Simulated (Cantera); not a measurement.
A closed system holds: 1 mol SiC, 0.13 mol N₂O, 5.5 mol H₂, at 2.30e-5 bar.

Method: chemical equilibrium by Gibbs-energy minimisation in Cantera with the NASA 1993 tables (ideal gas, pure condensed phases). Candidate condensed phases: C, C₆H₆, C₇H₈, C₈H₁₈, H₂O, Si, SiC, SiO₂, Si₂N₂O, Si₃N₄; 151 gas species. Mutual solubility and eutectic melting of coexisting phases are not modelled. The tables' values for SiN are old estimates; treat these amounts as uncertain. Rates play no part.

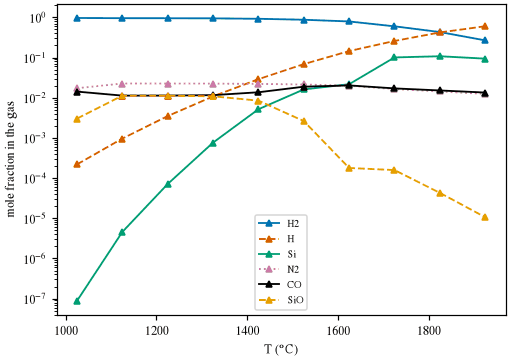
Equilibrium gas composition (values under 1e-9 drawn at 1e-9)

Question: Read off the mole fractions at 1825 °C.

Answer: H₂ about 0.43, H about 0.42, Si about 0.11, CO about 0.015, N₂ about 0.014, SiO about 4.3e-5.
